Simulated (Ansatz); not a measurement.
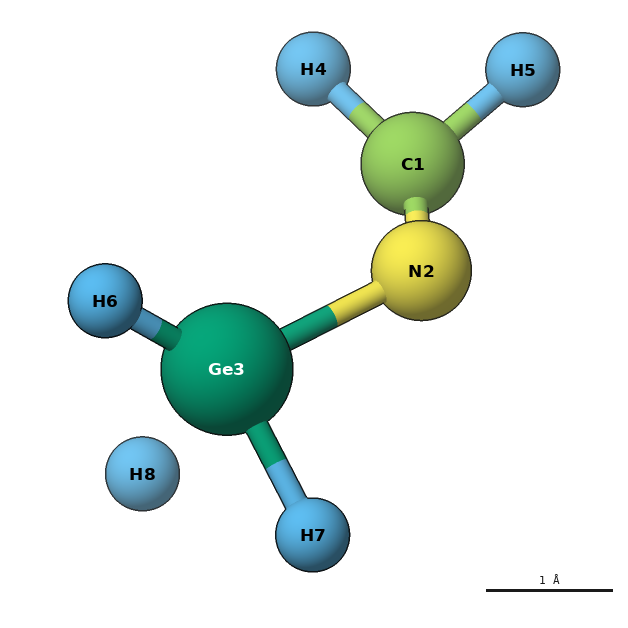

Figure made from data computed with Ansatz.

Atoms carry their numbers in the input. Geometry: atoms displaced at random (about 0.13 Å) from a stationary point of GFN2-xTB.

Describe the coordination of atom 2.

N2 has 2 neighbours (C1 at 1.07, Ge3 at 1.84 Å); the arrangement is bent.
